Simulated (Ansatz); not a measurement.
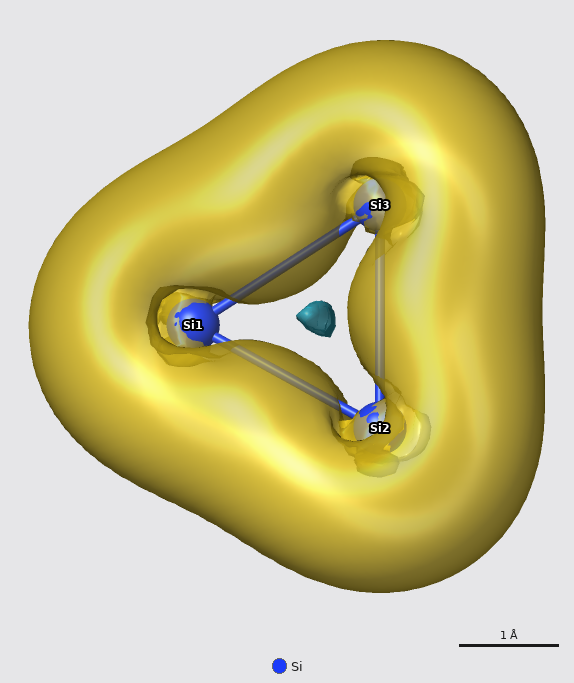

*Si3 (triplet). Isosurfaces of the spin density (α minus β) at +0.015 (yellow) and −0.015 e/Å³ (cyan), seen at a tilt.*

Geometry: PBE-D4/def2-TZVP.

The calculation used UKS PBE0-D4/def2-TZVP in Ansatz.

```yaml
atoms:
  - { symbol: Si, position_ang: [1.0367, 0.0094, 0.8238] }
  - { symbol: Si, position_ang: [-0.4548, 1.1352, -0.5049] }
  - { symbol: Si, position_ang: [-0.5819, -1.1446, -0.3190] }
```

Where is the unpaired spin?

Answer. The unpaired spin (2 electrons) lies mostly on Si1 (about 0.7), Si2 (about 0.7) and Si3 (about 0.7), in electrons by Hirshfeld's partition.
